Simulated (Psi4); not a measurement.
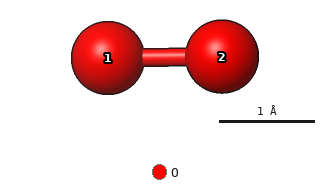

Fig. 1: The starting structure (ball-and-stick view, seen on its broad side; atoms are numbered from 1 in the order of the input).

# O2: geometry relaxation

The run: geometry relaxation of O2, multiplicity 3. Method and program: TPSS/6-31G, UKS (Psi4 1.11).

The geometry comes from this level: GFN2-xTB (4 decimals).

### Input (o2_ase.py)
```python
import numpy as np
from ase.calculators.psi4 import Psi4
from ase.io import read
from ase.optimize import BFGSLineSearch

mol = read('o2.sdf')
calc = Psi4(atoms=mol, method='tpss', basis='6-31G', memory='1600MB', num_threads=1, charge=0, multiplicity=3, label='calc', reference='uks')
mol.calc = calc

opt = BFGSLineSearch(mol)
done = opt.run(fmax=0.01, steps=60)
print('converged:', done)
for s, p in zip(mol.symbols, mol.positions):
    print(f'{s:2s} {p[0]:12.6f} {p[1]:12.6f} {p[2]:12.6f}')
```

### File o2.sdf
```

     RDKit          3D

  2  1  0  0  0  0  0  0  0  0999 V2000
    0.5169   -0.1672    0.2662 O   0  0  0  0  0  0  0  0  0  0  0  0
   -0.5169    0.1672   -0.2662 O   0  0  0  0  0  0  0  0  0  0  0  0
  2  1  2  0
M  END
$$$$
```

Hardware: 1 thread of Intel Xeon (Granite Rapids), 16 GiB of memory available, shared host.

Run as:
```bash
python o2_ase.py
```

### What the program printed
```
gradient() will perform analytic gradient computation.

   => Loading Basis Set <=

    Name: 6-31G
    Role: ORBITAL
    Keyword: BASIS

         ---------------------------------------------------------
                                   SCF
                              UKS Reference
                        1 Threads,   1525 MiB Core
         ---------------------------------------------------------

  ==> Geometry <==

    Molecular point group: c1
    Full point group: D_inf_h

    Geometry (in Angstrom), charge = 0, multiplicity = 3:

       Center              X                  Y                   Z               Mass
    ------------   -----------------  -----------------  -----------------  -----------------
         O            0.545110011474    -0.176325002660     0.280727965074    15.994914619570
         O           -0.545110011474     0.176325002660    -0.280727965074    15.994914619570

  Running in c1 symmetry.

  Rotational constants: A = ************  B =      1.29462  C =      1.29462 [cm^-1]
  Rotational constants: A = ************  B =  38811.84818  C =  38811.84818 [MHz]
  Nuclear repulsion =   26.541816008732848

  Charge       = 0
  Multiplicity = 3
  Electrons    = 16
  Nalpha       = 9
  Nbeta        = 7

  ==> Algorithm <==

  SCF Algorithm Type is DF.
  DIIS enabled.
  MOM disabled.
  Fractional occupation disabled.
  Guess Type is SAD.
  Energy threshold   = 1.00e-08
  Density threshold  = 1.00e-08
  Integral threshold = 1.00e-12

  ==> Primary Basis <==

  Basis Set: 6-31G
    Blend: 6-31G
    Number of shells: 10
    Number of basis functions: 18
    Number of Cartesian functions: 18
    Spherical Harmonics?: false
    Max angular momentum: 1

  ==> DFT Potential <==

   => LibXC <=

    Version 7.1.2

   => Composite Functional: TPSS <=

    TPSS Meta-GGA XC Functional

    Deriv               =              1
    GGA                 =           TRUE
    Meta                =           TRUE

    Exchange Hybrid     =          FALSE
    MP2 Hybrid          =          FALSE

   => Exchange Functionals <=

    1.0000   XC_MGGA_X_TPSS

   => Correlation Functionals <=

    1.0000   XC_MGGA_C_TPSS

   => LibXC Density Thresholds  <==

    XC_MGGA_C_TPSS:  1.00E-15
    XC_MGGA_X_TPSS:  1.00E-15

   => Molecular Quadrature <=

    Radial Scheme          =       TREUTLER
    Pruning Scheme         =           NONE
    Nuclear Scheme         =       TREUTLER

    Blocking Scheme        =         OCTREE
    BS radius alpha        =              1
    Pruning alpha          =              1
    Radial Points          =             75
    Spherical Points       =            302
    Total Points           =          41838
    Total Blocks           =            378
    Max Points             =            254
    Max Functions          =             18
    Weights Tolerance      =       1.00E-15

   => Loading Basis Set <=

    Name: (6-31G AUX)
    Role: JKFIT
    Keyword: DF_BASIS_SCF

  ==> Integral Setup <==

  DFHelper Memory: AOs need 0.001 GiB; user supplied 1.066 GiB.
  SCF_SUBTYPE=INCORE selected. In-core MEM_DF algorithm will be used.
  Using in-core AOs.

  ==> MemDFJK: Density-Fitted J/K Matrices <==

    J tasked:                   Yes
    K tasked:                    No
    wK tasked:                   No
    Memory [MiB]:              1091
    Algorithm:                 Core
    Schwarz Cutoff:           1E-12
    Mask sparsity (%):       0.0000
    Fitting Condition:        1E-10

   => Auxiliary Basis Set <=

  Basis Set: (6-31G AUX)
    Blend: CC-PVDZ-JKFIT
    Number of shells: 48
    Number of basis functions: 162
    Number of Cartesian functions: 162
    Spherical Harmonics?: false
    Max angular momentum: 3

  Cached 100.0% of DFT collocation blocks in 0.051 [GiB].

  Minimum eigenvalue in the overlap matrix is 2.9030514695E-02.
  Reciprocal condition number of the overlap matrix is 1.0133458979E-02.
    Using symmetric orthogonalization.

  ==> Pre-Iterations <==

  SCF Guess: Superposition of Atomic Densities via on-the-fly atomic UHF (no occupation information).

   -------------------------
    Irrep   Nso     Nmo
   -------------------------
     A         18      18
   -------------------------
    Total      18      18
   -------------------------

  ==> Iterations <==

                           Total Energy        Delta E     RMS |[F,P]|

   @DF-UKS iter SAD:  -149.92293709551865   -1.49923e+02   0.00000e+00
   @DF-UKS iter   1:  -150.28376170374503   -3.60825e-01   9.54967e-03 ADIIS/DIIS
   @DF-UKS iter   2:  -150.29384620752811   -1.00845e-02   6.06585e-03 ADIIS/DIIS
   @DF-UKS iter   3:  -150.29852743146137   -4.68122e-03   1.03473e-03 ADIIS/DIIS
   @DF-UKS iter   4:  -150.29868620723363   -1.58776e-04   1.07479e-04 ADIIS/DIIS
   @DF-UKS iter   5:  -150.29868890652543   -2.69929e-06   2.88310e-06 DIIS
   @DF-UKS iter   6:  -150.29868890794967   -1.42424e-09   1.38224e-07 DIIS
   @DF-UKS iter   7:  -150.29868890795493   -5.25802e-12   9.03041e-09 DIIS
  Energy and wave function converged.

  ==> Post-Iterations <==

   Electrons on quadrature grid:
      Nalpha   =    8.9999994757 ; deviation = -5.243e-07
      Nbeta    =    6.9999997773 ; deviation = -2.227e-07
      Ntotal   =   15.9999992531 ; deviation = -7.469e-07

   @Spin Contamination Metric:   4.199249679E-03
   @S^2 Expected:                2.000000000E+00
   @S^2 Observed:                2.004199250E+00
   @S   Expected:                1.000000000E+00
   @S   Observed:                1.000000000E+00

    Orbital Energies [Eh]
    ---------------------

    Alpha Occupied:

       1A    -19.063631     2A    -19.063462     3A     -1.207238
       4A     -0.785767     5A     -0.485070     6A     -0.485070
       7A     -0.480445     8A     -0.272765     9A     -0.272765

    Alpha Virtual:

      10A      0.059909    11A      0.748578    12A      0.748578
      13A      0.761843    14A      0.843629    15A      0.868026
      16A      0.868026    17A      0.993241    18A      1.359712

    Beta Occupied:

       1A    -19.034428     2A    -19.034297     3A     -1.154687
       4A     -0.713541     5A     -0.449445     6A     -0.404989
       7A     -0.404989

    Beta Virtual:

       8A     -0.176074     9A     -0.176074    10A      0.101556
      11A      0.784136    12A      0.806437    13A      0.806437
      14A      0.876849    15A      0.924842    16A      0.924842
      17A      1.019088    18A      1.405033

    Final Occupation by Irrep:
              A
    DOCC [     7 ]
    SOCC [     2 ]
    NA   [     9 ]
    NB   [     7 ]

  @DF-UKS Final Energy:  -150.29868890795493

   => Energetics <=

    Nuclear Repulsion Energy =             26.5418160087328481
    One-Electron Energy =                -258.7186412439909873
    Two-Electron Energy =                  98.8973884950392517
    DFT Exchange-Correlation Energy =     -17.0192521677360382
    Empirical Dispersion Energy =           0.0000000000000000
    VV10 Nonlocal Energy =                  0.0000000000000000
    Total Energy =                       -150.2986889079549258

  UHF NO Occupations:
  HONO-2 :    7  A 1.9992746
  HONO-1 :    8  A 1.0000000
  HONO-0 :    9  A 1.0000000
  LUNO+0 :   10  A 0.0007254
  LUNO+1 :   11  A 0.0007254
  LUNO+2 :   12  A 0.0005133
  LUNO+3 :   13  A 0.0001134

Computation Completed

Properties will be evaluated at   0.000000,   0.000000,   0.000000 [a0]

Properties computed using the SCF density matrix

 Multipole Moments:

 ------------------------------------------------------------------------------------
     Multipole            Electronic (a.u.)      Nuclear  (a.u.)        Total (a.u.)
 ------------------------------------------------------------------------------------

 L = 1.  Multiply by 2.5417464519 to convert [e a0] to [Debye]
 Dipole X            :          0.0000003            0.0000000            0.0000003
 Dipole Y            :         -0.0000001            0.0000000           -0.0000001
 Dipole Z            :          0.0000001            0.0000000            0.0000001
 Magnitude           :                                                    0.0000003

 ------------------------------------------------------------------------------------

	total time  =          2 seconds =       0.03 minutes

         ------------------------------------------------------------
                                   SCF GRAD
         ------------------------------------------------------------

  ==> Geometry <==

    Molecular point group: c1
    Full point group: D_inf_h

    Geometry (in Angstrom), charge = 0, multiplicity = 3:

       Center              X                  Y                   Z               Mass
    ------------   -----------------  -----------------  -----------------  -----------------
         O            0.545110011474    -0.176325002660     0.280727965074    15.994914619570
         O           -0.545110011474     0.176325002660    -0.280727965074    15.994914619570

  Nuclear repulsion =   26.541816008732848

  ==> Basis Set <==

  Basis Set: 6-31G
    Blend: 6-31G
    Number of shells: 10
    Number of basis functions: 18
    Number of Cartesian functions: 18
    Spherical Harmonics?: false
    Max angular momentum: 1

  ==> DFJKGrad: Density-Fitted SCF Gradients <==

    Gradient:                    1
    J tasked:                  Yes
    K tasked:                   No
    wK tasked:                  No
    Integrals threads:           1
    Memory [MiB]:             1144
    Schwarz Cutoff:          1E-12
    Fitting Condition:       1E-10

   => Auxiliary Basis Set <=

  Basis Set: (6-31G AUX)
    Blend: CC-PVDZ-JKFIT
    Number of shells: 48
    Number of basis functions: 162
    Number of Cartesian functions: 162
    Spherical Harmonics?: false
    Max angular momentum: 3

  ==> DFT Potential <==

   => LibXC <=

    Version 7.1.2

   => Composite Functional: TPSS <=

    TPSS Meta-GGA XC Functional

    Deriv               =              1
    GGA                 =           TRUE
    Meta                =           TRUE

    Exchange Hybrid     =          FALSE
    MP2 Hybrid          =          FALSE

   => Exchange Functionals <=

    1.0000   XC_MGGA_X_TPSS

   => Correlation Functionals <=

    1.0000   XC_MGGA_C_TPSS

   => LibXC Density Thresholds  <==

    XC_MGGA_C_TPSS:  1.00E-15
    XC_MGGA_X_TPSS:  1.00E-15

   => Molecular Quadrature <=

    Radial Scheme          =       TREUTLER
    Pruning Scheme         =           NONE
    Nuclear Scheme         =       TREUTLER

    Blocking Scheme        =         OCTREE
    BS radius alpha        =              1
    Pruning alpha          =              1
    Radial Points          =             75
    Spherical Points       =            302
    Total Points           =          41838
    Total Blocks           =            378
    Max Points             =            254
    Max Functions          =             18
    Weights Tolerance      =       1.00E-15

  -Total Gradient:
     Atom            X                  Y                   Z
    ------   -----------------  -----------------  -----------------
       1       -0.000092072402     0.000029782348    -0.000047416683
       2        0.000092072405    -0.000029782349     0.000047416684

	total time  =          0 seconds =       0.00 minutes
```

### Trajectory as extended XYZ (Å, eV, eV/Å), 5 frames, from step=0 to step=4
```
2
Properties=species:S:1:pos:R:3:forces:R:3 step=0 energy=-4089.70054
O     0.5169   -0.1672    0.2662    3.7777  -1.2220   1.9455
O    -0.5169    0.1672   -0.2662   -3.7777   1.2220  -1.9455
2
Properties=species:S:1:pos:R:3:forces:R:3 step=1 energy=-4088.26563
O     0.6878   -0.2225    0.3542   -5.9033   1.9095  -3.0401
O    -0.6878    0.2225   -0.3542    5.9033  -1.9095   3.0401
2
Properties=species:S:1:pos:R:3:forces:R:3 step=2 energy=-4089.83199
O     0.5503   -0.1780    0.2834   -0.5186   0.1678  -0.2671
O    -0.5503    0.1780   -0.2834    0.5186  -0.1678   0.2671
2
Properties=species:S:1:pos:R:3:forces:R:3 step=3 energy=-4089.83551
O     0.5462   -0.1767    0.2813   -0.1133   0.0367  -0.0584
O    -0.5462    0.1767   -0.2813    0.1133  -0.0367   0.0584
2
Properties=species:S:1:pos:R:3:forces:R:3 step=4 energy=-4089.83568
O     0.5451   -0.1763    0.2807    0.0047  -0.0015   0.0024
O    -0.5451    0.1763   -0.2807   -0.0047   0.0015  -0.0024
```

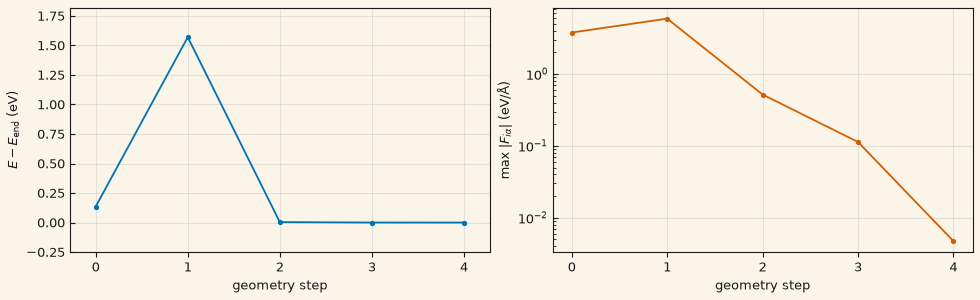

Fig. 2: Progress of the relaxation, step by step (steps are counted from 0).

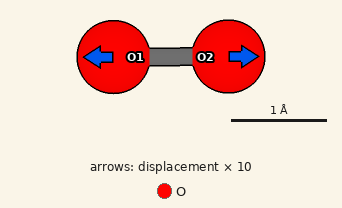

Fig. 3: The starting structure with the displacements as blue arrows, magnified 10 times (ball-and-stick view, seen at a tilt). The two geometries are laid on each other by the best rigid fit. The energy falls by 0.135 eV in 4 geometry steps. The largest force component goes from 3.8 to 0.0047 eV/Å. The largest moves after the best rigid fit, 0.033 Å, are those of O1 and O2. Among the contacts that change: O1–O2 1.210 → 1.276 Å. (Atoms are counted from 1 in the order of the input.)

### Results in brief

- outcome: converged
- total energy: −150.298689 hartree
- basis functions: 18
- ⟨S²⟩: 2.004
- dipole moment: 0.00 D
- wall time: 12 s
- peak memory: 0.3 GiB
